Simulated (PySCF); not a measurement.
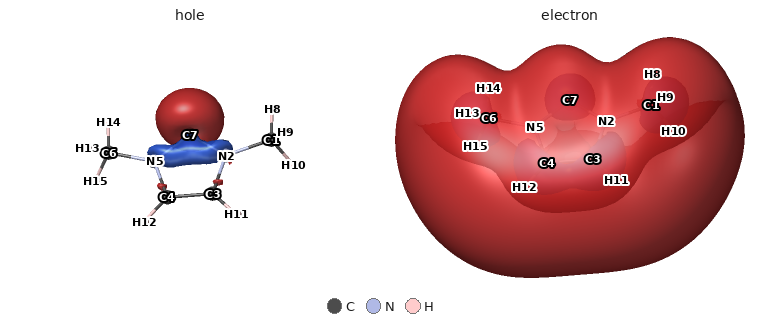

Figure 1: C₅H₈N₂, SMILES `CN1C=CN(C)[C]1`. Leading natural transition orbital pair of S₂ (TDA singlet states); the surfaces enclose about 70 % of each orbital's density.

Method: B3LYP/6-31+G*; geometry: GFN2-xTB; program: PySCF. No frequency check shows the geometry to be a minimum.

Coordinates in Å:

```
C1      -2.4289    0.5604    0.0008
N2      -1.0637    0.1235   -0.0007
C3      -0.6762   -1.1938   -0.0004
C4       0.6762   -1.1939    0.0004
N5       1.0637    0.1235    0.0007
C6       2.4289    0.5604   -0.0008
C7       0.0001    0.9657    0.0001
H8      -2.4364    1.6486   -0.0036
H9      -2.9536    0.1969   -0.8868
H10     -2.9530    0.1969    0.8887
H11     -1.3781   -2.0033   -0.0005
H12      1.3781   -2.0033    0.0005
H13      2.9530    0.1969   -0.8887
H14      2.4364    1.6486    0.0036
H15      2.9536    0.1969    0.8868
```

Characterise the state.

5.22 eV (238 nm), f = 0.021, σ → diffuse (Rydberg-like) orbital; the leading pair carries 99 %; hole on C7 (73 %) and N2 and N5 (7 % each), electron on C3 and C4 (15 % each), C1 and C6 (10 % each) and H11 and H12 (9 % each) (atom shares of so diffuse an orbital are rough); their centroids lie 2.5 Å apart; S₁ lies within 0.1 eV of it. In canonical orbitals it is mainly HOMO → LUMO (99 %). The HOMO–LUMO gap is 5.91 eV.
